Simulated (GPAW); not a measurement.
# Quasiparticle gap of AlH3 (R-3c) in GPAW

Aim: the G0W0 gap of AlH3 (R-3c) on LDA, step by step.

Calculated with GPAW 26.7.0; LDA and many-body steps on it, plane waves.

**1. Starting point**

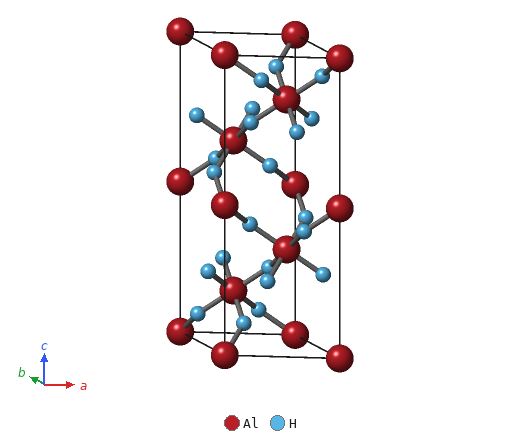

Start, viewed slightly off an axis; aluminium red, hydrogen blue. This picture shows the conventional cell, with its axes. Bonds to atoms that aren't drawn are left out. Some periodic images of atoms are drawn too.

The cell and positions come from the Crystallography Open Database and are kept as given unless a step says otherwise.

**2. Ground state**

This step: GPAW 26.7.0; DFT, LDA, plane waves, PAW.

The ground-state density comes first.

The input, run.py:

```python
import json
import numpy as np
from gpaw.mpi import world
from ase import Atoms
from gpaw import GPAW, PW, FermiDirac

atoms = Atoms(['Al', 'Al', 'H', 'H', 'H', 'H', 'H', 'H'],
    cell=[[2.2246500000, 1.2844022764, 3.9345666667],
      [-2.2246500000, 1.2844022764, 3.9345666667],
      [0.0000000000, -2.5688045527, 3.9345666667]],
    scaled_positions=[[0.0000000000, 0.0000000000, 0.0000000000],
      [0.5000000000, 0.5000000000, 0.5000000000],
      [0.8780000000, 0.6220000000, 0.2500000000],
      [0.2500000000, 0.8780000000, 0.6220000000],
      [0.6220000000, 0.2500000000, 0.8780000000],
      [0.1220000000, 0.3780000000, 0.7500000000],
      [0.7500000000, 0.1220000000, 0.3780000000],
      [0.3780000000, 0.7500000000, 0.1220000000]],
    pbc=(True, True, True))
calc = GPAW(mode=PW(600),
    xc='LDA',
    kpts={'size': (6, 6, 6), 'gamma': True},
    occupations=FermiDirac(0.001),
    nbands=-10,
    convergence={'density': 1e-6, 'bands': -3},
    maxiter=100,
    txt='gs.txt')
atoms.calc = calc
res = {'energy': atoms.get_potential_energy()}
kpts = calc.get_ibz_k_points()
res['kpts'] = kpts
res['eigenvalues'] = [calc.get_eigenvalues(kpt=k) for k in range(len(kpts))]
res['n_electrons'] = calc.get_number_of_electrons()
calc.write('gs.gpw')

if world.rank == 0:
    with open('result.json', 'w') as f:
        json.dump(res, f, default=lambda x: x.tolist())
```

Launch:

```console
$ mpirun -n 4 gpaw python run.py
```

Numbers of over 12 decimals in the logs are rounded to 6 here.

What it wrote:

```text
__  _  _
 | _ |_)|_||  |
 |__||  | ||/\| - 26.7.0

Input parameters:
  mode=PW(ecut=600.0),
  convergence={'density': 1e-06, 'bands': -3},
  kpts=MonkhorstPack(size=(6, 6, 6), gamma=True),
  maxiter=100,
  nbands=-10,
  occupations=Occupations(name='fermi-dirac', width=0.001, fixmagmom=False),
  xc=XC(name='LDA')
  [... matrices ...]
Diagonalizing LCAO Hamiltonian
Converting LCAO to pw mode

        H     H
             H
          HAl
               H
         H

           Al

Atoms  # Å, Bohr magnetons
|   | symbol |         x |         y |        z |    initial magnetic moments |
| 0 |     Al |  0.000000 |  0.000000 | 0.000000 | ( 0.0000,  0.0000,  0.0000) |
| 1 |     Al |  0.000000 |  0.000000 | 5.901850 | ( 0.0000,  0.0000,  0.0000) |
| 2 |      H |  0.569510 |  1.284402 | 6.885492 | ( 0.0000,  0.0000,  0.0000) |
| 3 |      H | -1.397080 | -0.148991 | 6.885492 | ( 0.0000,  0.0000,  0.0000) |
| 4 |      H |  0.827570 | -1.135412 | 6.885492 | ( 0.0000,  0.0000,  0.0000) |
| 5 |      H | -0.569510 | -1.284402 | 4.918208 | ( 0.0000,  0.0000,  0.0000) |
| 6 |      H |  1.397080 |  0.148991 | 4.918208 | ( 0.0000,  0.0000,  0.0000) |
| 7 |      H | -0.827570 |  1.135412 | 4.918208 | ( 0.0000,  0.0000,  0.0000) |

Unit cell  # Å
| periodic |         x |         y |        z |  lengths |    angles |
|      yes |  2.224650 |  1.284402 | 3.934567 | 4.698890 | 56.515856 |
|      yes | -2.224650 |  1.284402 | 3.934567 | 4.698890 | 56.515856 |
|      yes |  0.000000 | -2.568805 | 3.934567 | 4.698890 | 56.515856 |

Number of symmetries: 6
Symmetry operations  # r_c * U_cc + t_c -> r_c
|   | kind |            matrix            |
| 0 |  E   |  1, 0, 0,  0, 1, 0,  0, 0, 1 |
| 1 |  C3  |  0, 1, 0,  0, 0, 1,  1, 0, 0 |
| 2 |  C3  |  0, 0, 1,  1, 0, 0,  0, 1, 0 |
| 3 |  S6  |  0, 0,-1, -1, 0, 0,  0,-1, 0 |
| 4 |  S6  |  0,-1, 0,  0, 0,-1, -1, 0, 0 |
| 5 |  i   | -1, 0, 0,  0,-1, 0,  0, 0,-1 |

BZ-sampling:
  Number of BZ points: 216
  Number of IBZ points: 40

  Monkhorst-Pack size: [6, 6, 6]
  Monkhorst-Pack shift: [0.083333, 0.083333, 0.083333]

K-points  # in reciprocal-cell coordinates
|     |                                coordinates |     weight |
|   0 | (  0.00000000,   0.00000000,   0.00000000) | 0.00462963 |
|   1 | (  0.16666667,   0.00000000,  -0.16666667) | 0.02777778 |
|   2 | (  0.16666667,   0.00000000,   0.00000000) | 0.02777778 |
|   3 | (  0.16666667,   0.16666667,  -0.16666667) | 0.02777778 |
|   4 | (  0.16666667,   0.16666667,   0.00000000) | 0.02777778 |
|   5 | (  0.16666667,   0.16666667,   0.16666667) | 0.00925926 |
|   6 | (  0.33333333,  -0.16666667,  -0.33333333) | 0.02777778 |
|   7 | (  0.33333333,  -0.16666667,  -0.16666667) | 0.02777778 |
|   8 | (  0.33333333,  -0.16666667,   0.00000000) | 0.02777778 |
|   9 | (  0.33333333,  -0.16666667,   0.16666667) | 0.02777778 |
| ... |                                            |            |
|  39 | (  0.50000000,   0.50000000,   0.50000000) | 0.00462963 |

Plane wave coefficients: 2270
Cutoff: 600.0 eV

Spin-components: 1 (collinear spins)
Bands:           16
Projectors:      28
Spin-degeneracy: 2
Datatype:        complex128

  Storage: CPU
  Wave functions: 23_193_600 bytes (5_798_400 per core)
  Projectors: 36_240_000 bytes (9_060_000 per core)
  [... matrices ...]
Parallelization:
  kpt:    4
  domain: 1
  band:   1

Density:
  Valence electrons: 12.0
  Components: 1
  Grid points: [27 27 27]
  Charge: 0.0  # |e|

Potential:
  Grid points: [27 27 27]

species:
  Al:
    name:    Aluminium
    Z:       13.0
    valence: 3
    core:    10
    charge:  0.0  # [|e|]
    compensation charges:
      type: gauss
      rc: 0.34  # [Å]
      lmax: 2
    cutoffs:
      filter: 1.91  # [Å]
      core: 2.36  # [Å]
    projectors
    | kind |    occ | energy [eV] | rcut [Å] |
    |   3s |  2.000 |      -7.830 |    1.085 |
    |   3p |  1.000 |      -2.783 |    1.085 |
    |    s |        |      19.382 |    1.085 |
    |    p |        |      24.428 |    1.085 |
    |    d |        |       0.000 |    1.085 |

    Using partial waves for Al as LCAO basis

  H:
    name:    Hydrogen
    Z:       1.0
    valence: 1
    core:    0
    charge:  0.0  # [|e|]
    compensation charges:
      type: gauss
      rc: 0.15  # [Å]
      lmax: 2
    cutoffs:
      filter: 0.85  # [Å]
      core: 0.53  # [Å]
    projectors
    | kind |    occ | energy [eV] | rcut [Å] |
    |   1s |  1.000 |      -6.353 |    0.476 |
    |    s |        |      20.858 |    0.476 |
    |    p |        |       0.000 |    0.476 |

    Using partial waves for H as LCAO basis

Reference energy: -13229.616365  # eV

eigensolver:
  PPCG
  Converge bands: -3
  niter=2

density mixing:
  MSR1-Mixer
  Pratt-step length: 0.05
  Maximum mixing coefficient: 0.75
  Old densities: 10
  SVD Regularization: 0.005
  Good broyden scale: 1.0
  Trust region scale: 1.0
  Backstep threshold: 4.0
  History deletion threshold: 6.0
  Fourier metric: weight=20.0, sigma=0.015

occupation numbers:
  Fermi-Dirac:
    width: 0.0010  # eV

poisson solver:
  ecut: 4800.0  # eV

xc functional:
  name: None

Initialization done in: 0.953 s

convergence criteria:
- Maximum integral of absolute [dens]ity change: 1e-06 electrons / valence electron
- Maximum [total energy] change in last 3 cyles: 0.0005 eV / valence electron
- Maximum integral of absolute [eigenst]ate change: 4e-08 eV^2 / valence electron
maximum number of iterations: 100

SCF iterations
|iter     |     time |      energy | eigst |  dens |
|iter:   1|  |  -30.862497 | +1.38 |       |
|iter:   2|  |  -30.699250 | +0.08 | -0.52 |
|iter:   3|  |  -29.497880 | -1.20 | -0.54 |
|iter:   4|  |  -29.454563 | -2.38 | -1.22 |
|iter:   5|  |  -29.454317 | -3.78 | -2.12 |
|iter:   6|  |  -29.454344c| -5.22 | -2.71 |
|iter:   7|  |  -29.454346c| -6.28 | -3.28 |
|iter:   8|  |  -29.454346c| -7.19 | -4.72 |
|iter:   9|  |  -29.454346c| -8.01c| -5.30 |
|iter:  10|  |  -29.454346c| -8.43c| -6.14c|

Converged in 10 steps
SCF loop duration: 5.970 s (0.597 s/step)
Energy contributions relative to reference atoms: (reference = -13229.616365)
  [... matrices ...]
Energy contributions:
  Kinetic:          27.568054
  Coulomb:         -26.328682
  Zero:             -0.012456
  External:          0.000000
  Xc:              -30.681261
  Entropy:          -0.000000
  Spinorbit:         0.000000
  ----------------------------
  Free energy:     -29.454346
  Extrapolated:    -29.454346

dipole moment: (0.000000, -0.000000, -20.241900)  # |e|*Ang

Fermi level: 1.215
Eigenvalues  # (at kpt = [0.000, 0.000, 0.000])
| band index |      eig [eV] | occ [0-2] |
|          0 |        -8.278 |     2.000 |
|          1 |        -1.881 |     2.000 |
|          2 |        -1.227 |     2.000 |
|          3 |        -1.227 |     2.000 |
|          4 |         0.511 |     2.000 |
|          5 |         0.511 |     2.000 |
|          6 |         2.518 |     0.000 |
|          7 |         6.178 |     0.000 |
|          8 |         6.252 |     0.000 |
|          9 |         6.252 |     0.000 |
|         10 |         7.346 |     0.000 |
|         11 |         7.346 |     0.000 |
|         12 |         7.429 |     0.000 |
|         13 |         9.497 |     0.000 |
|        ... |               |           |
|         15 |        18.414 |     0.000 |

Gap: 1.956 eV
Transition (v -> c):
  (s=0, k=25, n=5, [0.50, 0.00, 0.33]) -> (s=0, k=0, n=6, [0.00, 0.00, 0.00])
Direct/indirect transitions are different
Direct gap: 2.007 eV
Transition at: (s=0, k=0, n=5, [0.00, 0.00, 0.00])
# Writing to gs.gpw (mode='')
  [... matrices ...]
```

Wall time 8.4 s (4 MPI ranks of Arm Neoverse V2, shared host); peak memory 0.71 GiB.

Numbers from this step:

| Item | Value |
| --- | --- |
| total energy | -29.45 eV |
| gap | 1.956 eV |
| k of the valence top | 0.5, 0, 0.3333 |
| k of the conduction bottom | 0, 0, 0 |
| least direct gap | 2.007 eV |

The gap is indirect, with the least direct gap 0.05 eV higher.

**3. Bands along the symmetry lines**

Levels along a band path, at the cheap level, show where the edges lie and whether the meshes to come will hold them.

The input, run.py:

```python
import json
import numpy as np
from gpaw.mpi import world
from gpaw import GPAW

path = [[0.000000, 0.000000, 0.000000],
    [0.062500, 0.062500, 0.062500],
    [0.125000, 0.125000, 0.125000],
    [0.187500, 0.187500, 0.187500],
    [0.250000, 0.250000, 0.250000],
    [0.312500, 0.312500, 0.312500],
    [0.375000, 0.375000, 0.375000],
    [0.437500, 0.437500, 0.437500],
    [0.500000, 0.500000, 0.500000],
    [0.532786, 0.467214, 0.500000],
    [0.565573, 0.434427, 0.500000],
    [0.598359, 0.401641, 0.500000],
    [0.631146, 0.368854, 0.500000],
    [0.663932, 0.336068, 0.500000],
    [0.696718, 0.303282, 0.500000],
    [0.729505, 0.270495, 0.500000],
    [0.762291, 0.237709, 0.500000],
    [0.500000, -0.237709, 0.237709],
    [0.500000, -0.207995, 0.207995],
    [0.500000, -0.178282, 0.178282],
    [0.500000, -0.148568, 0.148568],
    [0.500000, -0.118854, 0.118854],
    [0.500000, -0.089141, 0.089141],
    [0.500000, -0.059427, 0.059427],
    [0.500000, -0.029714, 0.029714],
    [0.500000, 0.000000, 0.000000],
    [0.437500, 0.000000, 0.000000],
    [0.375000, 0.000000, 0.000000],
    [0.312500, 0.000000, 0.000000],
    [0.250000, 0.000000, 0.000000],
    [0.187500, 0.000000, 0.000000],
    [0.125000, 0.000000, 0.000000],
    [0.062500, 0.000000, 0.000000],
    [0.000000, 0.000000, 0.000000],
    [0.046107, -0.046107, 0.000000],
    [0.092214, -0.092214, 0.000000],
    [0.138320, -0.138320, 0.000000],
    [0.184427, -0.184427, 0.000000],
    [0.230534, -0.230534, 0.000000],
    [0.276641, -0.276641, 0.000000],
    [0.322748, -0.322748, 0.000000],
    [0.368854, -0.368854, -0.000000],
    [0.631146, 0.000000, 0.368854],
    [0.614752, 0.000000, 0.385248],
    [0.598359, 0.000000, 0.401641],
    [0.581966, 0.000000, 0.418034],
    [0.565573, 0.000000, 0.434427],
    [0.549180, 0.000000, 0.450820],
    [0.532786, 0.000000, 0.467214],
    [0.516393, 0.000000, 0.483607],
    [0.500000, 0.000000, 0.500000],
    [0.437500, 0.000000, 0.437500],
    [0.375000, 0.000000, 0.375000],
    [0.312500, 0.000000, 0.312500],
    [0.250000, 0.000000, 0.250000],
    [0.187500, 0.000000, 0.187500],
    [0.125000, 0.000000, 0.125000],
    [0.062500, 0.000000, 0.062500],
    [0.000000, 0.000000, 0.000000]]
calc = GPAW('gs.gpw').fixed_density(kpts=path,
    symmetry='off',
    nbands=16,
    convergence={'bands': 12},
    txt='bands.txt')
res = {}
kpts = calc.get_ibz_k_points()
res['kpts'] = kpts
res['eigenvalues'] = [calc.get_eigenvalues(kpt=k) for k in range(len(kpts))]
res['n_electrons'] = calc.get_number_of_electrons()

if world.rank == 0:
    with open('result.json', 'w') as f:
        json.dump(res, f, default=lambda x: x.tolist())
```

Launch:

```console
$ mpirun -n 4 gpaw python run.py
```

What it wrote:

```text
Diagonalizing LCAO Hamiltonian
Converting LCAO to pw mode
convergence criteria:
- Maximum integral of absolute [eigenst]ate change: 4e-08 eV^2 / valence electron
maximum number of iterations: 100

SCF iterations
|iter     |     time |      energy | eigst |  dens |
|iter:   1|  |             | +1.21 |       |
|iter:   2|  |             | +0.06 |       |
|iter:   3|  |             | -1.26 |       |
|iter:   4|  |             | -3.01 |       |
|iter:   5|  |             | -4.91 |       |
|iter:   6|  |             | -6.08 |       |
|iter:   7|  |             | -7.21 |       |
|iter:   8|  |             | -7.98c|       |
SCF steps: 8
  __  _  _
 | _ |_)|_||  |
 |__||  | ||/\| - 26.7.0

Input parameters:
  mode=PW(ecut=600.0),
  convergence={'bands': 12},
  gpts=array([27, 27, 27]),
  kpts=KPoints(kpts=array([[ 0.      ,  0.      ,  0.      ],
         [ 0.0625  ,  0.0625  ,  0.0625  ],
         [ 0.125   ,  0.125   ,  0.125   ],
         [ 0.1875  ,  0.1875  ,  0.1875  ],
[...]
[ 0.532786,  0.467214,  0.5     ],
         [ 0.565573,  0.434427,  0.5     ],
         [ 0.598359,  0.401641,  0.5     ],
[...]
[ 0.5     , -0.237709,  0.237709],
         [ 0.5     , -0.207995,  0.207995],
         [ 0.5     , -0.178282,  0.178282],
[...]
[ 0.5     , -0.059427,  0.059427],
         [ 0.5     , -0.029714,  0.029714],
[...]
[ 0.322748, -0.322748,  0.      ],
         [ 0.368854, -0.368854, -0.      ],
         [ 0.631146,  0.      ,  0.368854],
         [ 0.614752,  0.      ,  0.385248],
         [ 0.598359,  0.      ,  0.401641],
         [ 0.581966,  0.      ,  0.418034],
         [ 0.565573,  0.      ,  0.434427],
[...]
[ 0.532786,  0.      ,  0.467214],
         [ 0.516393,  0.      ,  0.483607],
[...]
[ 0.125   ,  0.      ,  0.125   ],
         [ 0.0625  ,  0.      ,  0.0625  ],
         [ 0.      ,  0.      ,  0.      ]])),
  maxiter=100,
  nbands=16,
  occupations=Occupations(name='fermi-dirac', width=0.001, fixmagmom=False),
  parallel={},
  symmetry=Symmetry(point_group=False, time_reversal=False),
  xc=XC(name='LDA')
  [... matrices ...]
timing:  # [seconds]
  Total: 0.022  # ━━━━━━━━━━━━━━━━━━━━━━━━━━━━━━━━━━━━━━━━━━━━━━━━━━━━━━━━━━━
```

Elapsed: 8.6 s, on 4 MPI ranks; peak memory 0.76 GiB; 34 s of CPU time.

This step gave:

* gap: 1.943 eV
* k of the valence top: 0.582, 0, 0.418
* k of the conduction bottom: 0, 0, 0
* least direct gap: 2.007 eV

The gap is 1.943 eV, −0.013 eV from the run before at this level.

Electronic bands along the path, in eV, zero at the top of the highest filled band; v1 is the highest filled band, c1 the lowest empty one:

```csv
point,v4,v3,v2,v1,c1,c2,c3,c4
Γ,-1.80,-1.80,-0.06,-0.06,1.94,5.60,5.68,5.68
T,-1.29,-1.29,-1.29,-1.29,4.53,4.53,8.16,8.16
H2,-4.05,-4.05,-0.72,-0.72,5.64,5.64,8.12,8.12
jump to H0,-4.05,-4.05,-0.72,-0.72,5.64,5.64,8.12,8.12
L,-1.75,-1.75,-1.41,-1.41,3.66,3.66,7.41,7.41
Γ,-1.80,-1.80,-0.06,-0.06,1.94,5.60,5.68,5.68
S0,-4.29,-2.86,-2.17,-0.12,5.88,6.08,6.52,8.41
jump to S2,-4.29,-2.86,-2.17,-0.12,5.88,6.08,6.52,8.41
F,-3.76,-3.25,-3.11,-0.07,5.29,7.32,7.55,7.65
Γ,-1.80,-1.80,-0.06,-0.06,1.94,5.60,5.68,5.68
```

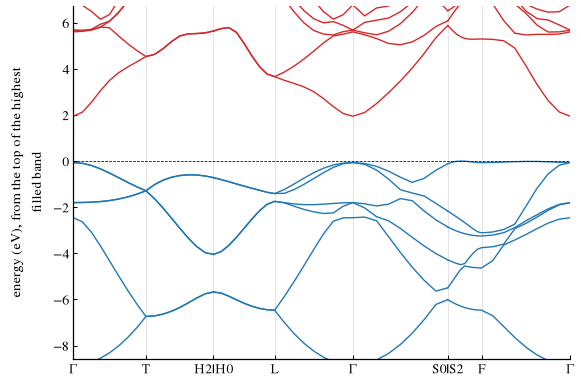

Electronic bands along the path; lines of filled and empty bands in two colours.

**4. Empty states on the mesh, 4×4×4 mesh, 90 bands**

The sums over transitions need many empty states on a uniform mesh; this step solves for them.

The input, run.py:

```python
import json
import numpy as np
from gpaw.mpi import world
from gpaw import GPAW

calc = GPAW('gs.gpw').fixed_density(kpts={'size': (4, 4, 4), 'gamma': True},
    nbands=105,
    convergence={'bands': 90},
    txt='nscf.txt')
calc.write('full.gpw', mode='all')
res = {}
kpts = calc.get_ibz_k_points()
res['kpts'] = kpts
res['eigenvalues'] = [calc.get_eigenvalues(kpt=k) for k in range(len(kpts))]
res['n_electrons'] = calc.get_number_of_electrons()

if world.rank == 0:
    with open('result.json', 'w') as f:
        json.dump(res, f, default=lambda x: x.tolist())
```

Launch:

```console
$ mpirun -n 4 gpaw python run.py
```

What it wrote:

```text
Diagonalizing LCAO Hamiltonian
Converting LCAO to pw mode
convergence criteria:
- Maximum integral of absolute [eigenst]ate change: 4e-08 eV^2 / valence electron
maximum number of iterations: 100

SCF iterations
|iter     |     time |      energy | eigst |  dens |
|iter:   1|  |             | +4.45 |       |
|iter:   2|  |             | +3.22 |       |
|iter:   3|  |             | +2.07 |       |
[...]
|iter:  12|  |             | -6.59 |       |
|iter:  13|  |             | -7.11 |       |
|iter:  14|  |             | -7.45c|       |
SCF steps: 14
  __  _  _
 | _ |_)|_||  |
 |__||  | ||/\| - 26.7.0

Input parameters:
  mode=PW(ecut=600.0),
  convergence={'bands': 90},
  gpts=array([27, 27, 27]),
  kpts=MonkhorstPack(size=(4, 4, 4), gamma=True),
  maxiter=100,
  nbands=105,
  occupations=Occupations(name='fermi-dirac', width=0.001, fixmagmom=False),
  parallel={},
  xc=XC(name='LDA')
# Writing to full.gpw (mode='all')
  [... matrices ...]

timing:  # [seconds]
  Total: 0.036  # ━━━━━━━━━━━━━━━━━━━━━━━━━━━━━━━━━━━━━━━━━━━━━━━━━━━━━━━━━━━
```

Wall time 26 s (4 MPI ranks); peak memory 0.8 GiB.

This step gave:

```yaml
gap: 1.959 eV
k_of_the_valence_top: 0.25, 0.25, 0
k_of_the_conduction_bottom: 0, 0, 0
least_direct_gap: 2.007 eV
k_points_computed: 14
lowest_point_of_the_top_converged_band_above_the_valence_top: 60.9255 eV
```

On this mesh the gap is 1.959 eV.

[end of part 1 of 2]

[Paths, hosts, dates, memory and timing lines, banners, echoed tables and standing remarks are left out of the program output.]

[Logs are printed without paths, hosts, clocks, repeated set-up lines and the standing remarks that a program may print on its own settings, such as how far it seeks lower states.]

[Runs of the session that timed out or met a known fault of the program may be left out.]

[Hosts, paths, dates, database ids (printed as entryN), source tags and the programs' standing remarks are cut or masked in the printed files.]
